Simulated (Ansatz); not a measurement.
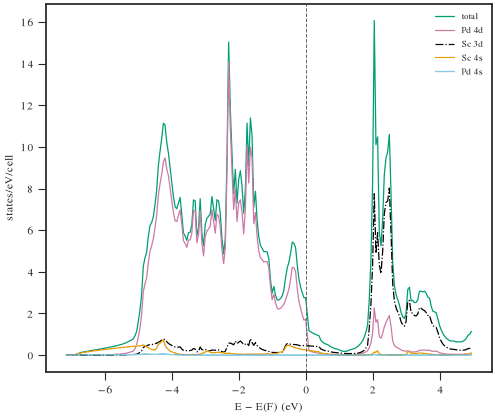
Total and projected density of states of ScPd$_{3}$ (Cu3Au type, Pm-3m), DFT-r²SCAN in the program Ansatz with PAW potentials

Which orbitals carry the states next to the Fermi level?

Within 0.5 eV of the Fermi level: Pd 4d 62 %, Sc 3d 17 %, Sc 4s 10 %, outside the projected shells 10 %. Projections are on Löwdin-orthogonalised atomic valence shells; empty p or d shells of many metals are not among them.

Where is the tallest occupied peak in this window, and what makes it?

Near -2.3 eV, about 15 states/eV per cell; the largest projected share is Pd 4d.

The workflow started from a Materials Project entry (that database holds measured and hypothetical structures alike); the Crystallography Open Database files this formula in space group No. 221, but the cells were not matched. Whether it is the stable phase at ambient conditions was not checked. Symmetry was held in the r²SCAN relaxation; whether a distortion lowers the energy is not shown. No spin polarisation was allowed. Scalar-relativistic: spin–orbit coupling is off unless named, which matters more the heavier the elements.

Potentials: the later of the program's two PAW sets.
